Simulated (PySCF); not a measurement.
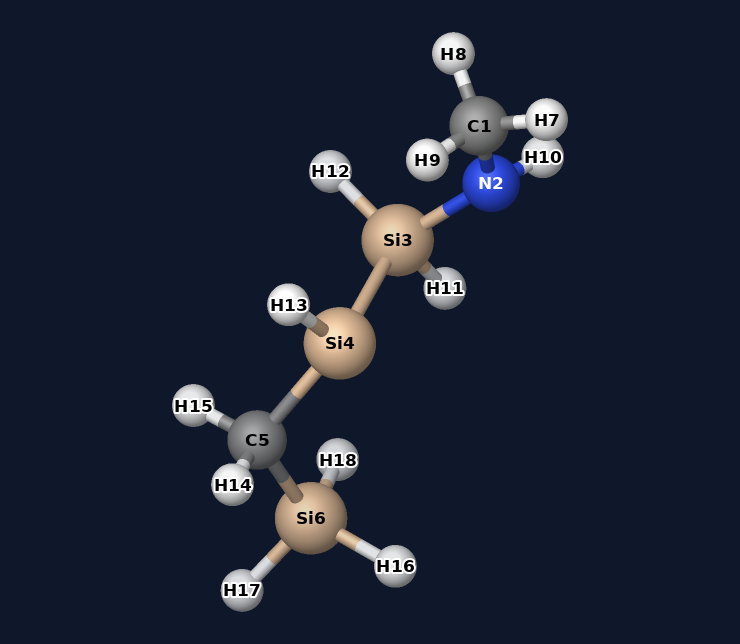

State: neutral, doublet. The geometry was computed by an optimisation with GFN2-xTB. No frequency run is at hand to confirm it as a minimum. Computed with UKS B3LYP, pcH-1 on C H N Si, non-relativistic (PySCF 2.14.0). Fermi-contact and spin-dipolar terms alone, no spin-orbit part.

Which nucleus has the largest dipolar (anisotropic) hyperfine coupling?

29Si at Si4: principal values −170.1, 84.3, 85.8 MHz.

List the isotropic and dipolar parts for the most strongly coupled nuclei, one of each equivalent set.

```csv
atom,isotope,a_iso (MHz),dipolar part (MHz)
Si4,29Si,−411.9,"−170.1, 84.3, 85.8"
Si3,29Si,−25.2,"−10.0, 3.5, 6.4"
H13,1H,23.9,"−9.6, 1.5, 8.1"
C5,13C,8.7,"−3.0, −2.9, 5.9"
H14,1H,3.8,"−3.4, −2.2, 5.7"
H9,1H,0.1,"−2.4, −1.8, 4.2"
H15,1H,62.5,"−4.0, 0.5, 3.5"
H11,1H,−3.4,"−2.4, −1.2, 3.6"
```

The geometry is semi-empirical. Around Si such bond lengths and angles can be off by a tenth of an ångström or more and by several degrees, and values that hang on the shape move with them.
